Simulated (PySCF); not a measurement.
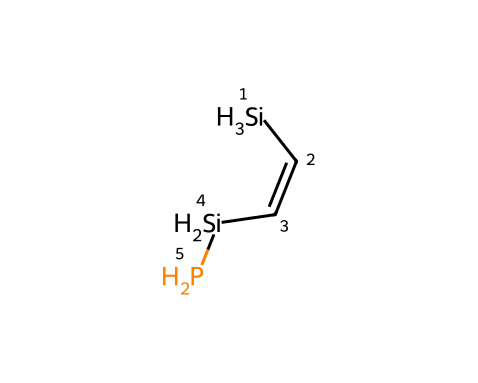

Skeletal drawing with numbered atoms; wedges and dashes mark any stereocentres. The configuration is that of a computed structure (PBE0-D3(BJ)/def2-SVP).

Q: Assign CIP descriptors.

A: C2=C3: Z.
